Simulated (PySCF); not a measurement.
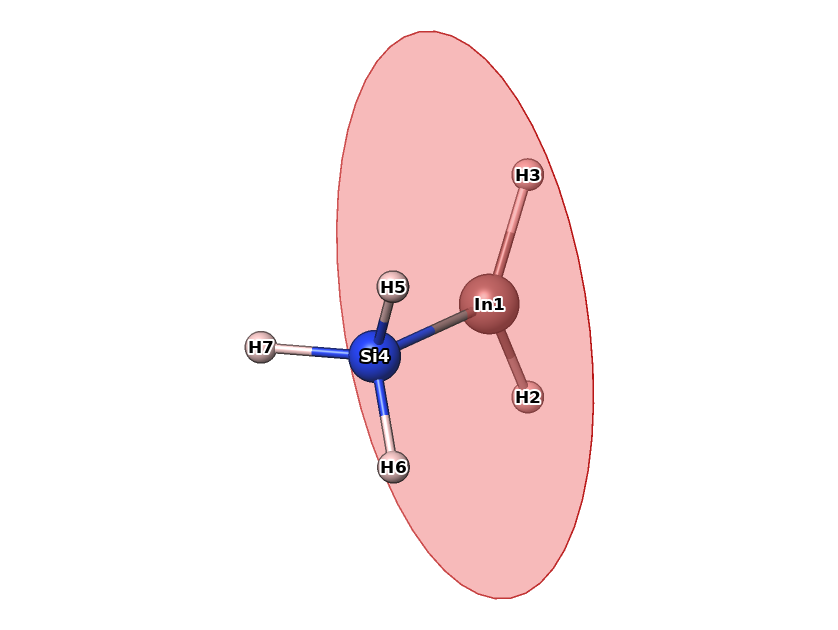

A disc through the centre of mass is drawn in. Atoms fade into the background with distance from the viewer. Computed geometry: PBE0-D3(BJ)/def2-SVP optimisation. No frequency run is at hand to confirm it as a minimum.

> Is the plane of the disc a mirror plane of the structure?

No. The point group is Cs, with 1 mirror plane, and this plane isn't one of its mirror planes.
